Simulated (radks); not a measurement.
# Exchange and kinetic functionals tested on atomic densities: Mg²⁺, Mn²¹⁺, Hg⁺, Eu²⁺, B⁴⁺, Cd²⁺

Aim: take each self-consistent density and evaluate many functionals on it, against the exact exchange and kinetic energies of the same orbitals. Every spin shell is full or empty, so the densities are truly spherical.

Method: non-relativistic Kohn-Sham, exchange-only B88, spin-polarised, spherical densities, point nucleus; open shells are filled with parallel spins first. Code: radks (a radial shooting solver on a logarithmic mesh, Libxc functionals) version 1.

## 1. The system

* species: Mg²⁺ ([Ne]), Mn²¹⁺ ([He] 2s2), Hg⁺ ([Xe] 4f14 5d10 6s1), Eu²⁺ ([Xe] 4f7), B⁴⁺ (1s1), Cd²⁺ ([Kr] 4d10)

In the logs a row gives level, spin channel, occupation and eigenvalue; Etot, Ekin, Encl (electron-nucleus), Eh (Hartree) and Exc are energies, all in hartree; err is the last residual, it the number of iterations.

## 2. Mg²⁺, [Ne]

Input:

```text
Z 12
configuration [Ne]
relativity non-relativistic
functional b88,
spin polarised
nucleus point
```

Standard output:

```text
1s      1   1.0000         -46.95121420
2s      1   1.0000          -3.61216878
2p      1   3.0000          -2.40778693
1s      2   1.0000         -46.95121420
2s      2   1.0000          -3.61216878
2p      2   3.0000          -2.40778693
Etot -198.83318008957698
Ekin 198.83318008908986
Encl -469.77195604228035
Eh 87.7442907379725
Exc -15.638694874359008
err 3.5623541392137245e-10
it 15
```

2p is the highest filled level (-65.519 eV). Exact exchange of these orbitals: -15.6267 hartree.

From the orbitals of this run (lengths in bohr):

| level | occupation | energy (eV) | <r> | outermost maximum (interpolated) | 90 % within | nodes |
| --- | --- | --- | --- | --- | --- | --- |
| 1s | 2 | -1277.6 | 0.1309 | 0.0854 | 0.234 | 0 |
| 2s | 2 | -98.292 | 0.6976 | 0.548 | 1.11 | 1 |
| 2p | 6 | -65.519 | 0.6848 | 0.477 | 1.17 | 0 |

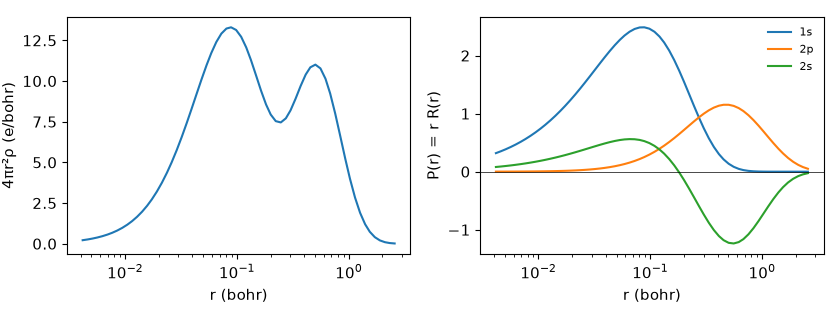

Radial density (left) and radial functions of outer levels (right).

## 3. Mn²¹⁺, [He] 2s2

Input:

```text
Z 25
configuration [He] 2s2
relativity non-relativistic
functional b88,
spin polarised
nucleus point
```

Standard output:

```text
1s      1   1.0000        -281.71087876
2s      1   1.0000         -63.59869487
1s      2   1.0000        -281.71087876
2s      2   1.0000         -63.59869487
Etot -742.7656376055047
Ekin 742.7656375883397
Encl -1523.204563268871
Eh 57.53376318962089
Exc -19.860475114594323
err 1.9808361761642145e-10
it 13
```

2s is the highest filled level (-1730.6 eV). Exact exchange of these orbitals: -19.8784 hartree.

## 4. Hg⁺, [Xe] 4f14 5d10 6s1

Input:

```text
Z 80
configuration [Xe] 4f14 5d10 6s1
relativity non-relativistic
functional b88,
spin polarised
nucleus point
```

Standard output:

```text
1s      1   1.0000       -2757.43653843
2s      1   1.0000        -461.82679915
2p      1   3.0000        -444.27636908
3s      1   1.0000        -108.91460052
3p      1   3.0000        -100.61102505
3d      1   5.0000         -85.10898029
4s      1   1.0000         -23.51296664
4p      1   3.0000         -19.91018273
4d      1   5.0000         -13.27538447
4f      1   7.0000          -4.35088856
5s      1   1.0000          -3.67726918
5p      1   3.0000          -2.51577704
5d      1   5.0000          -0.70922916
6s      1   1.0000          -0.44236613
1s      2   1.0000       -2757.43604486
2s      2   1.0000        -461.82683886
2p      2   3.0000        -444.27632212
3s      2   1.0000        -108.91440891
3p      2   3.0000        -100.61082847
3d      2   5.0000         -85.10889715
4s      2   1.0000         -23.51257996
4p      2   3.0000         -19.90978492
4d      2   5.0000         -13.27499104
4f      2   7.0000          -4.35048071
5s      2   1.0000          -3.67702870
5p      2   3.0000          -2.51472059
5d      2   5.0000          -0.69956331
6s      2   0.0000          -0.39776391
Etot -18408.962969329572
Ekin 18408.96296736874
Encl -43822.10254581142
Eh 7349.341279143341
Exc -345.16467003023104
err 9.922337935693224e-09
it 15
```

The top filled level is 6s up, -12.037 eV. Exact exchange of these orbitals: -344.876 hartree.

## 5. Eu²⁺, [Xe] 4f7

Input:

```text
Z 63
configuration [Xe] 4f7
relativity non-relativistic
functional b88,
spin polarised
nucleus point
```

Standard output:

```text
1s      1   1.0000       -1674.38985033
2s      1   1.0000        -265.81159021
2p      1   3.0000        -252.69523145
3s      1   1.0000         -58.55879439
3p      1   3.0000         -52.74103405
3d      1   5.0000         -41.89244280
4s      1   1.0000         -11.79752670
4p      1   3.0000          -9.54393951
4d      1   5.0000          -5.53853140
4f      1   7.0000          -0.72467192
5s      1   1.0000          -1.91747597
5p      1   3.0000          -1.31618496
1s      2   1.0000       -1674.38980305
2s      2   1.0000        -265.80889244
2p      2   3.0000        -252.69375479
3s      2   1.0000         -58.44719574
3p      2   3.0000         -52.63917573
3d      2   5.0000         -41.81879859
4s      2   1.0000         -11.56746750
4p      2   3.0000          -9.31424160
4d      2   5.0000          -5.30996406
4f      2   0.0000          -0.52303003
5s      2   1.0000          -1.80532781
5p      2   3.0000          -1.22856705
Etot -10423.382717852672
Ekin 10423.382717333589
Encl -24711.740700235398
Eh 4095.4539015174096
Exc -230.47863646827057
err 9.993090603703802e-09
it 16
```

Highest occupied level: 4f up at -19.719 eV. Exact exchange of these orbitals: -230.055 hartree.

## 6. B⁴⁺, 1s1

Input:

```text
Z 5
configuration 1s1
relativity non-relativistic
functional b88,
spin polarised
nucleus point
```

Standard output:

```text
1s      1   1.0000         -11.34230920
Etot -12.486877653758611
Ekin 12.486877652744925
Encl -24.986264757206264
Eh 1.5577159289074336
Exc -1.5452064782047052
err 1.4184766626624209e-09
it 12
```

The top filled level is 1s up, -308.64 eV. Exact exchange of these orbitals: -1.55772 hartree.

## 7. Cd²⁺, [Kr] 4d10

Input:

```text
Z 48
configuration [Kr] 4d10
relativity non-relativistic
functional b88,
spin polarised
nucleus point
```

Standard output:

```text
1s      1   1.0000        -943.37018339
2s      1   1.0000        -137.60570306
2p      1   3.0000        -128.33860396
3s      1   1.0000         -26.04117113
3p      1   3.0000         -22.27576252
3d      1   5.0000         -15.30232207
4s      1   1.0000          -4.22978302
4p      1   3.0000          -3.02465535
4d      1   5.0000          -1.08961927
1s      2   1.0000        -943.37018339
2s      2   1.0000        -137.60570306
2p      2   3.0000        -128.33860396
3s      2   1.0000         -26.04117113
3p      2   3.0000         -22.27576252
3d      2   5.0000         -15.30232207
4s      2   1.0000          -4.22978302
4p      2   3.0000          -3.02465535
4d      2   5.0000          -1.08961927
Etot -5464.321099343972
Ekin 5464.321099094185
Encl -12981.50741097154
Eh 2201.3363051773485
Exc -148.47109264396465
err 3.162432653917858e-09
it 14
```

The top filled level is 4d, -29.650 eV. Exact exchange of these orbitals: -148.446 hartree.

## 8. Results

```csv
error in magnitude (%),Mg²⁺,Mn²¹⁺,Hg⁺,Eu²⁺,B⁴⁺,Cd²⁺
"exchange, LDA",-8.66,-12.43,-3.78,-4.21,-14.19,-4.95
"exchange, PBE",-0.53,-0.89,-0.32,-0.25,-2.02,-0.44
"exchange, PW91",-0.12,-0.57,+0.06,+0.16,-1.72,-0.02
"exchange, PW86",+0.65,+0.76,-0.37,-0.15,-0.27,-0.19
"exchange, WC",-1.72,-2.89,-0.60,-0.60,-3.98,-0.89
"exchange, AM05",-7.39,-9.84,-3.58,-3.95,-10.98,-4.59
"exchange, B86b",+0.14,-0.04,+0.02,+0.13,-1.07,-0.01
"exchange, SCAN",+0.39,-0.45,+0.07,+0.21,+0.04,+0.17
"exchange, Tao-Mo",+0.10,+0.72,-0.82,-0.70,+0.06,-0.80
"kinetic, Thomas-Fermi",-7.93,-11.16,-4.62,-5.02,-8.37,-5.35
"kinetic, von Weizsacker",-33.41,-13.18,-64.60,-61.51,+0.00,-57.88
"kinetic, TF + vW",+58.67,+75.67,+30.78,+33.48,+91.63,+36.77
"kinetic, LC94",+0.08,-1.45,+0.01,-0.01,+2.24,+0.07
"kinetic, revAPBEK",+0.64,-0.67,+0.18,+0.19,+2.97,+0.31
"kinetic, Perdew 92",-0.51,-1.49,-0.68,-0.73,+2.76,-0.66
"kinetic, Thakkar",-0.03,-1.29,-0.78,-0.73,+2.43,-0.55
"kinetic, Pearson",-1.99,-5.42,-0.84,-0.93,-2.34,-0.93
"kinetic, PG1",+28.19,+41.16,+12.40,+13.66,+55.25,+15.33
```

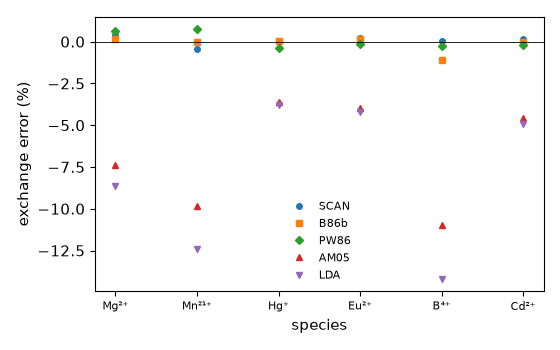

Error of five exchange functionals by species.

In words: Negative means that the magnitude is too small. For exchange the mean absolute error is least for SCAN (0.22 %) and largest for LDA (8.04 %). Among the orbital-free kinetic functionals LC94 (0.64 %) does best and TF + vW (54.50 %) worst. The functionals are evaluated on one density each, not self-consistently.
